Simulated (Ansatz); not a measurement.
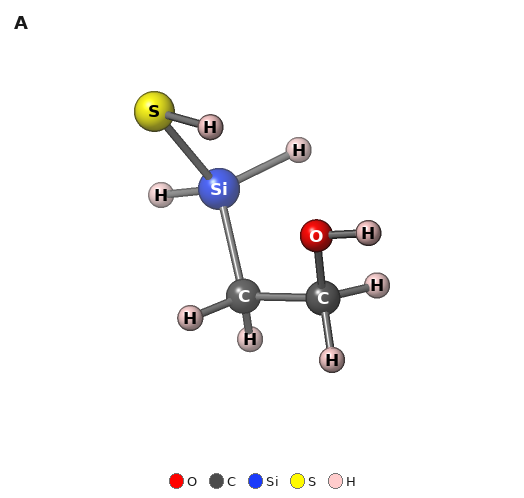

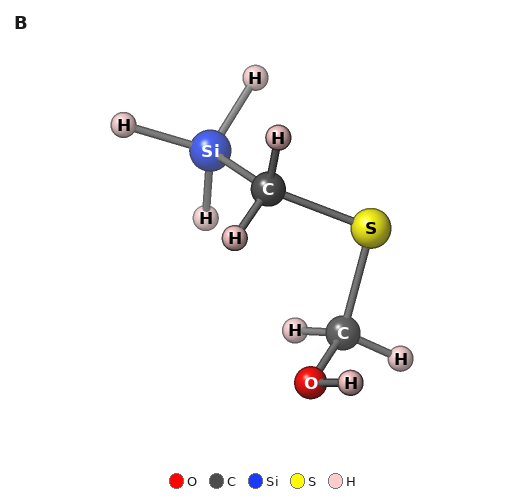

Distant atoms are faded towards the background colour. The computed structure is the end point of a PBE0-D4/def2-TZVP optimisation. No frequency run is at hand to confirm it as a minimum.

### Can A be turned into B by a rotation alone?

No. They are constitutional isomers of C2H8OSSi: A is OCC[SiH2]S, B is OCSC[SiH3]
